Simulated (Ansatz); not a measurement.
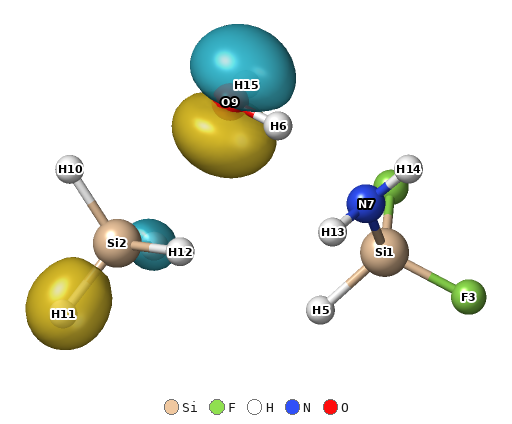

F₂H₃NSi···SiH₄···H₂O. The HOMO at ±0.15 Å⁻³ᐟ² (yellow and cyan are the two phases), seen at a tilt.

The product side of a reaction path; geometry: PBE0-D4/def2-TZVP.

All numbers below come from RKS PBE0-D4/def2-TZVPP in Ansatz 0.2.0.

```yaml
atoms:
  - { symbol: Si, position_ang: [-1.9554, 0.7873, -0.2654] }
  - { symbol: Si, position_ang: [1.6502, -1.8801, -0.5043] }
  - { symbol: F, position_ang: [-3.2582, 1.4659, -0.8651] }
  - { symbol: F, position_ang: [-2.2956, 0.5502, 1.2669] }
  - { symbol: H, position_ang: [-1.7105, -0.4895, -0.9442] }
  - { symbol: H, position_ang: [0.5712, 0.8301, 1.0852] }
  - { symbol: N, position_ang: [-0.5796, 1.7814, -0.3541] }
  - { symbol: H, position_ang: [0.4056, -2.3089, 0.1786] }
  - { symbol: O, position_ang: [1.0736, 0.1920, 1.6133] }
  - { symbol: H, position_ang: [2.8019, -1.8441, 0.4234] }
  - { symbol: H, position_ang: [1.9386, -2.8662, -1.5847] }
  - { symbol: H, position_ang: [1.4492, -0.5619, -1.1607] }
  - { symbol: H, position_ang: [0.0508, 1.6516, -1.1318] }
  - { symbol: H, position_ang: [-0.6244, 2.7529, -0.0836] }
  - { symbol: H, position_ang: [0.4827, -0.0605, 2.3265] }
```

Q: Describe this orbital and give its energy.

A: Its weight (Hirshfeld) is mainly on O9 (about 65 %), Si2 (about 10 %) and H11 (about 10 %); largely a lone pair of O9. Its energy is −8.61 eV.
